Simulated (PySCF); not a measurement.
Consider Sr$_{2}$ (charge +1, doublet).

```yaml
atoms:
  - { symbol: Sr, position_ang: [0.0000, 0.0000, -2.1230] }
  - { symbol: Sr, position_ang: [0.0000, 0.0000, 2.1230] }
```

⟨S²⟩ = 0.80, above the pure value of 0.75; core potentials replace the inner electrons of Sr.

These are results of PBE0/def2-SVP, non-relativistic Hamiltonian with scalar-relativistic core potentials where named, at a bond length of 4.246 Å in PySCF 2.14.0, not measurements.

Q: Predict the electron density, electron localisation function and spin density between the atoms.

A: Sr–Sr (4.25 Å): ρ is about 0.07 e/Å³ halfway; the ELF peaks at about 0.95 between the atoms.
The unpaired spin (1 electron) lies mostly on Sr1 (about 0.5) and Sr2 (about 0.5), in electrons by Hirshfeld's partition.

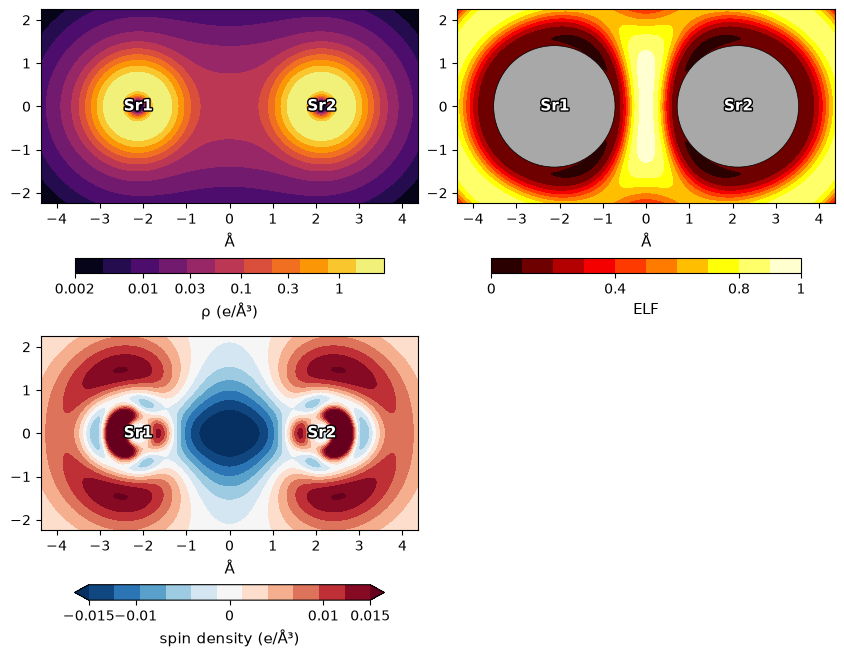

Computed electron density, electron localisation function and spin density on a plane that holds the molecular axis, in this order. Grey discs cover the atomic cores in the ELF map. 
